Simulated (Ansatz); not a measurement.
# What KTaSe3 (model cell, started as cubic perovskite with Ta in the octahedra) distorts into, part 3 of 3

Wanted: the energy along a soft mode of KTaSe3 (model cell, started as cubic perovskite with Ta in the octahedra) and the structure at the end.

Ansatz 0.2.0; DFT LDA, scalar-relativistic, plane waves, PAW.

So far. Step 4 (The mode frozen in, largest atomic shift 0.45 Å): The run ends at a pressure of -1.37 GPa, with forces up to 0.034 eV/Å. Step 5 (Energy along the mode, all amplitudes (two of the runs …): The lowest of the steps tried is at 0.45 Å, 17.0 meV/atom below the parent; the bottom of the well need not coincide with a step. The relaxed cell has a = 6.809, c = 5.138 Å (conventional setting).

The structure was built from a prototype and need not be the compound's stable phase.

**7. Modes of the new phase, k-mesh 6×4×4**

A relaxed structure may still be a saddle point, so its zone-centre modes are computed. No field response is asked, since the mesh shows no gap.

input.yaml

```yaml
crystal:
  lattice:
    - [-5.1384435638, 0.0, 0.0]
    - [0.0, -4.8147244195, -4.8147244195]
    - [0.0, -4.8147244195, 4.8147244195]
  atoms:
    - { symbol: K, position: [0.0, 1.0, 0.0] }
    - { symbol: K, position: [0.0, 0.5, 0.5] }
    - { symbol: Ta, position: [0.5, 0.0, 0.5] }
    - { symbol: Ta, position: [0.5, 0.5, 0.0] }
    - { symbol: Se, position: [0.5, 0.6786561639, 0.6786561639] }
    - { symbol: Se, position: [0.5, 0.3213438361, 0.3213438361] }
    - { symbol: Se, position: [0.5, 0.1786561639, 0.8213438361] }
    - { symbol: Se, position: [0.5, 0.8213438361, 0.1786561639] }
    - { symbol: Se, position: [0.0, 0.0, 0.5] }
    - { symbol: Se, position: [0.0, 0.5, 0.0] }
kpoints:
  mp_grid: { grid: [6, 4, 4] }
hamiltonian:
  xc: lda
scf:
  occupations: { method: methfessel_paxton, width: 0.15 }
output:
  eigenvalues: true
phonons:
  method: dfpt
```

Run with:

```sh
> ansatz run input.yaml --threads 8 --pin off --max-ram 14336MiB --backend cpu --events-out ev --progress --plain --runs-dir out
```

Numbers of over 12 decimals in the logs are rounded to 6 here.

What it wrote:

```text
zone centre: on kpoints.mp_grid the ground state, and the responses unless they are solved on pairs of k-points, stand on 40 of the mesh's 96 k-points, reduced under 2 symmetry operations, with k and −k counted as one. Each operation leaves every solved displacement unchanged or reverses it
[...]
Crystal: 10 atoms, lattice volume = 238.234 Å³
Basis set: ecut = 420 eV, 4709 PW (Γ), exchange–correlation on 72×96×96 points (8 copies of the dense FFT grid, shifted against one another)
Bands: 84, of which v1, the nominal top of the filled ones, is band 70 counted from 1 (69 counted from 0)
Symmetry: 16 space group operations
k-points: 40 of 96 (irreducible under 2 space group operations, time reversal used)
[...]
SCF iter   1: F=—  HF=-54665.410324 eV  |F-HF|=—  |Δ(HF+E_count)|=         —  Δρ=6.18e-3  dr2=1.11e-1  ethr=1.77e-3  ⟨swp⟩=6.3  Hψ=12130  notcnv=0  defer=4
[...]
SCF iter   9: F=-54665.392288 eV  HF=-54665.392288 eV  |F-HF|=7.28e-12  |Δ(HF+E_count)|=  5.82e-11  S|Δr|=    0.00e0  Δρ=6.03e-8  dr2=4.89e-12  ethr=1.00e-12  ⟨swp⟩=10.2  Hψ=18093  notcnv=0
SCF 1 converged in 9 iterations: F = -54665.392288 eV  dr2 = 4.89e-12
[...]
DFPT response loops at Γ: preconditioner auto → Kerker (q_TF=auto, 2.497 Å⁻¹) (partly filled bands, converged f_vac=0.043); β = 1.00, the filter's whole step (`scf.mixing.beta` (0.50) is not read by the response loops under this deck's `scf.mixing.preconditioner`; to damp them name `kerker` or `kerker_dos`, under which they read `scf.mixing.beta`, and type it under 1.00, their step now; both keys bind the ground state too); Broyden in place of MSR1
SCF converged after 9 iterations
[...]
Free energy (F): -54665.392288 eV
[...]
Internal energy: -54665.394185 eV  (E = F + TS)
E sigma→0 (E₀):  -54665.392762 eV
Entropy (-TS):   0.001898 eV (0.190 meV/atom)
Fermi energy:    8.913759 eV
[...]
--- Band table (eV; the first three rows and the last of 40) ---
  k-point 0: bands = [... 66 lower, 7.9924, 8.3231, 8.3231, 8.4831, 8.6206, 8.9911, 8.9911, 9.7982, ... 10 higher]
  k-point 1: bands = [... 66 lower, 7.7085, 7.8134, 8.1667, 8.4520, 9.0521, 9.1917, 9.6954, 10.5438, ... 10 higher]
  k-point 2: bands = [... 66 lower, 7.4049, 7.4049, 8.3064, 8.3064, 9.9449, 9.9449, 10.0419, 10.0419, ... 10 higher]
  k-point 39: bands = [... 66 lower, 7.1592, 7.1592, 8.8042, 8.8042, 10.1780, 10.1780, 10.8087, 10.8087, ... 10 higher]
--- Phonons (Γ-DFPT): 10 representative perturbations + reference, on 40 of 96 k-points (Σ response iterations 33) ---
  k mesh reduced under 2 symmetry operations, with k and −k counted as one. Each operation leaves every solved displacement unchanged or reverses it
  ASR residual: 3.303e-5 → 0.000e0 eV/Å²; symmetrization residual: 3.095e-5 eV/Å²
  ASR residual per site (eV/Å²): 7.07e-6 7.07e-6 1.52e-5 1.52e-5 3.30e-5 3.30e-5 3.30e-5 3.30e-5 2.36e-5 2.36e-5
  Γ frequencies (cm⁻¹): -65.52 -56.52 0.00 0.00 0.00 27.62 27.62 42.48 64.98 64.98 89.38 89.38 94.76 102.07 102.07 121.02 121.02 126.70 133.47 133.47 163.56 163.56 172.57 178.12 190.32 203.06 203.08 203.08 223.05 273.54
  non-analytic LO–TO correction: not included (Born effective charges unavailable; polar crystals: no LO–TO splitting at Γ)
```

Run time: 2.9 min. Hardware: 8 threads of Intel Xeon Platinum 8375C at 2.90GHz (Ice Lake), shared host; peak memory 3 GiB.

Numbers from this step:

```yaml
sum_rule_residual_before_enforcement: 3.30e-5 eV/Å²
point_group: 4/mmm
highest_optical_mode_at_the_zone_centre_no_lo_to_term: 273.5 cm⁻¹
lowest_optical_zone_centre_mode: -65.52 cm⁻¹
```

Patterns of degenerate modes are one choice out of their space. The modes at Γ (shares of kinetic energy by element, %) (negative means imaginary):

| mode | frequency (cm⁻¹) | symmetry | K % | Ta % | Se % |
| --- | --- | --- | --- | --- | --- |
| 1 | -65.5 | A2u | 7 | 59 | 34 |
| 2 | -56.5 | A1u | 0 | 98 | 2 |
| 3 | 0.0 | acoustic | 9 | 40 | 52 |
| 4 | 0.0 | acoustic | 9 | 40 | 52 |
| 5 | 0.0 | acoustic | 9 | 40 | 52 |
| 6 | 27.6 | Eu | 64 | 10 | 26 |
| 7 | 27.6 | Eu | 64 | 10 | 26 |
| 8 | 42.5 | B1u | 22 | 0 | 78 |
| 9 | 65.0 | Eu | 9 | 44 | 47 |
| 10 | 65.0 | Eu | 9 | 44 | 47 |
| 11 | 89.4 | Eu | 29 | 4 | 67 |
| 12 | 89.4 | Eu | 29 | 4 | 67 |
| 13 | 94.8 | A1g | 0 | 0 | 100 |
| 14 | 102.1 | Eu | 3 | 3 | 94 |
| 15 | 102.1 | Eu | 3 | 3 | 94 |
| 16 | 121.0 | Eg | 0 | 0 | 100 |
| 17 | 121.0 | Eg | 0 | 0 | 100 |
| 18 | 126.7 | B2g | 0 | 0 | 100 |
| 19 | 133.5 | Eu | 86 | 1 | 13 |
| 20 | 133.5 | Eu | 86 | 1 | 13 |
| 21 | 163.6 | Eu | 0 | 90 | 10 |
| 22 | 163.6 | Eu | 0 | 90 | 10 |
| 23 | 172.6 | A2u | 50 | 1 | 49 |
| 24 | 178.1 | A1u | 0 | 2 | 98 |
| 25 | 190.3 | B1u | 78 | 0 | 22 |
| 26 | 203.1 | not assigned | 35 | 1 | 65 |
| 27 | 203.1 | not assigned | 1 | 8 | 92 |
| 28 | 203.1 | not assigned | 1 | 8 | 92 |
| 29 | 223.1 | B1g | 0 | 0 | 100 |
| 30 | 273.5 | A2g | 0 | 0 | 100 |

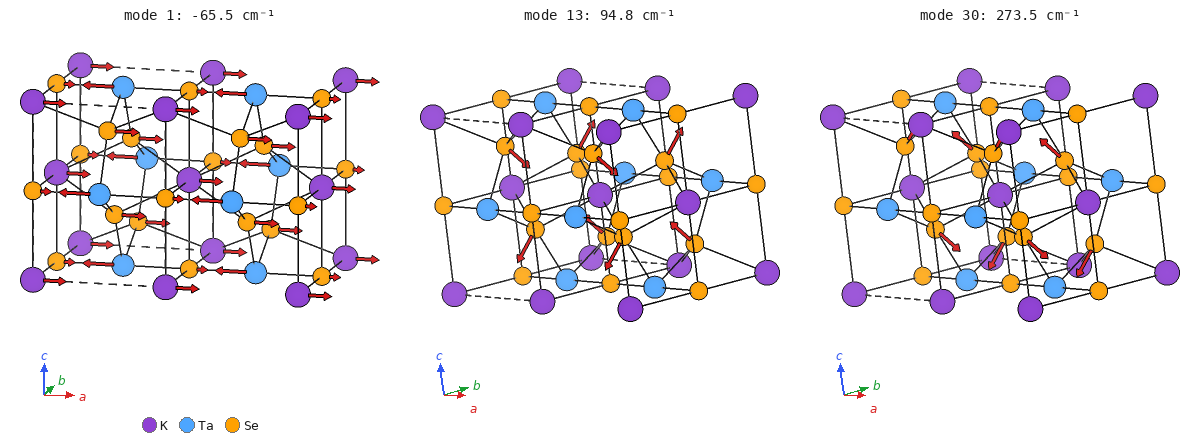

Displacement patterns of modes 1, 13 and 30 at Γ; arrows are exaggerated. 2×1×1 cells are drawn. Some periodic images of atoms are drawn too.

Before it was imposed, the acoustic sum rule was missed by 3.3e-5 eV/Å². Small misses are needed for a sound result but don't prove that mesh and cutoff are converged. The lowest optical mode is imaginary, 65.5i cm⁻¹, so the energy falls along it.

**8. What came out**

```yaml
unstable_mode_of_the_parent: q = (0, -0.5, -0.5), 49i cm⁻¹
depth_at_the_lowest_point_sampled: 17.0 meV/atom
largest_atomic_shift_at_that_point: 0.45 Å
space_group_reached_within_0p01_a: P4/mbm
energy_gained_over_the_parent_first_relaxation_on_the_mesh_of_the_frozen_mode: 31.8 meV/atom
volume_per_atom_phase_reached: 23.8 Å³
lowest_optical_zone_centre_mode_phase_reached: -65.5 cm⁻¹
highest_optical_mode_at_the_zone_centre_no_lo_to_term_phase_reached: 274 cm⁻¹
```

**Reading.** Along this mode the structure falls into P4/mbm, 31.8 meV/atom below the parent. At the parent's cell the well is 16.96 meV/atom deep on the steps tried, with its lowest point at a shift of 0.45 Å. Relaxing atoms and cell changes the gain by +14.88 meV/atom against the lowest step (energies at zero smearing). The new phase still has an imaginary mode at the zone centre of its cell, so it is a saddle point on the way to a lower structure. Of the 5 patterns followed to their end from this parent, this one ends 5.79 meV/atom above the lowest, I4/mcm. Each path keeps the symmetry of its pattern, so a lower phase may lie along a pattern not tried. With no gap, or one that is small against the smearing, the frequencies hang on the k mesh and the smearing, most of all near Kohn anomalies. Spin-orbit coupling is left out, which can matter for the heavy elements here. The starting cell was built on a prototype and not taken from a measurement, so the phase need not exist.

[Logs are printed without paths, hosts, clocks, repeated set-up lines and the standing remarks that a program may print on its own settings, such as how far it seeks lower states.]

[Hosts, paths, dates, database ids (printed as entryN), source tags and the programs' standing remarks are cut or masked in the printed files.]
